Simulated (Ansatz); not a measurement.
One crystal and one scan (frozen-phonon scan) at two levels, PBE (plane waves to 420 eV, PAW, scalar-relativistic; Ansatz, a quantum-chemistry and plane-wave program) and r2SCAN (plane waves to 500 eV, PAW, scalar-relativistic; Ansatz), each from its own relaxed cell and on its own mesh. The cell shown is that of PBE.

Relaxed ZrB$_{2}$ (AlB2 type, space group P6/mmm):

```
CELL_PARAMETERS angstrom
      3.17143     0.00000     0.00000
     -1.58571     2.74654     0.00000
      0.00000     0.00000     3.54132
ATOMIC_POSITIONS crystal
  Zr 0.00000 0.00000 0.00000
  B  0.33333 0.66667 0.50000
  B  0.66667 0.33333 0.50000
```

A phonon eigenvector at Γ is frozen into this cell: atom i moves by Q times the vector below, so Q is the largest atomic displacement, in Å. The cell is held.

```csv
atom,x,y,z
Zr1,0.000,0.000,0.237
B2,0.000,0.000,-1.000
B3,0.000,0.000,-1.000
```

ZrB2 is run without spin polarisation. ZrB2 was relaxed with its symmetry unable to fall. With partly filled bands, energies and forces of such displacements shift with the k mesh and the smearing. Percentages come from the unrounded values.

```tsv
quantity	PBE	r2SCAN	PBE − r2SCAN
Lattice constant a (Å)	3.171	3.168	+0.003 (+0.1 %)
Lattice constant c (Å)	3.541	3.550	-0.009 (-0.3 %)
Relaxed volume (Å³/atom)	10.28	10.28	0.00
Harmonic wavenumber from the curvature (finite differences) (cm⁻¹ (negative: imaginary))	468	471	-3 (-0.7 %)
```

PBE gives the lower value for: lattice constant c. They agree on: lattice constant a (within 0.2 %); relaxed volume (within 0.6 %); harmonic wavenumber from the curvature (within 1.5 %). Both give the same shape of the curve: a single well with its minimum at or next to zero displacement.

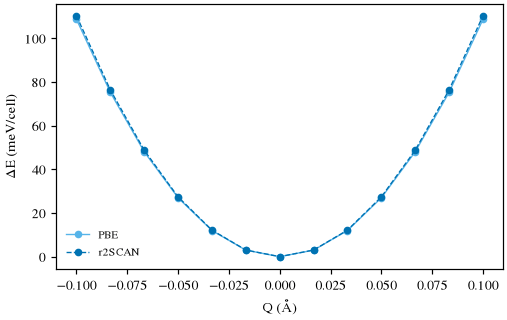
ΔE, each from the undisplaced structure of its own level.

(For displaced atoms, the force is minus the slope of the energy, and its curvature is a force constant, which sets phonon frequencies.)
